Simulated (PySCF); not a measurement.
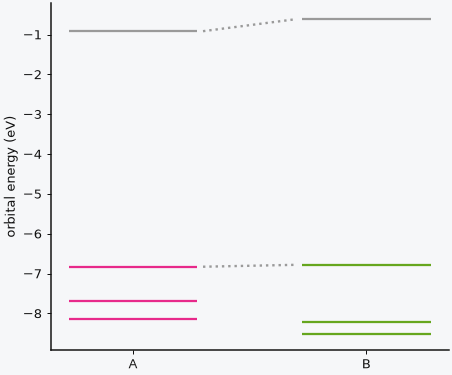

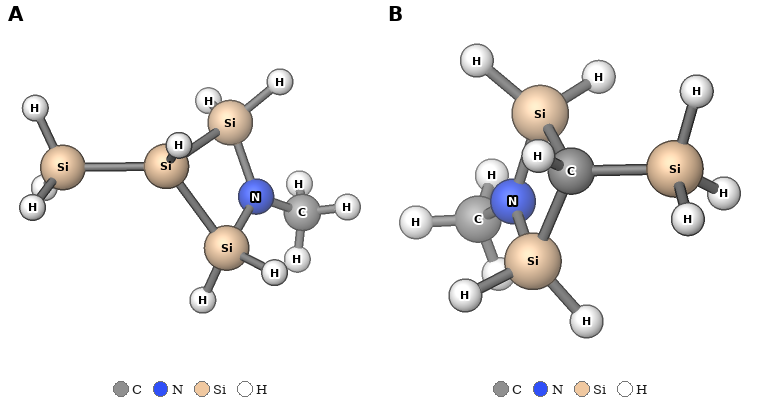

Related molecules: A is CH₁₁NSi₄, SMILES CN1[SiH2][SiH]([SiH3])[SiH2]1; B is C₂H₁₁NSi₃, SMILES CN1[SiH2]C([SiH3])[SiH2]1. Frontier orbital energies, PBE0/def2-SVPD with PySCF, at a GFN2-xTB geometry (no frequency check); drawn are at most three filled levels and, in grey, the LUMO with any level within 0.03 eV of it; dotted lines join the HOMOs and the LUMOs.

**What does the change do to the frontier levels?**

From A to B the HOMO hardly moves and the LUMO rises by 0.30 eV, so the separation goes from 5.91 to 6.17 eV.

Limits of at least one run: the tight-binding geometry is rougher than a DFT one and adds to the error.
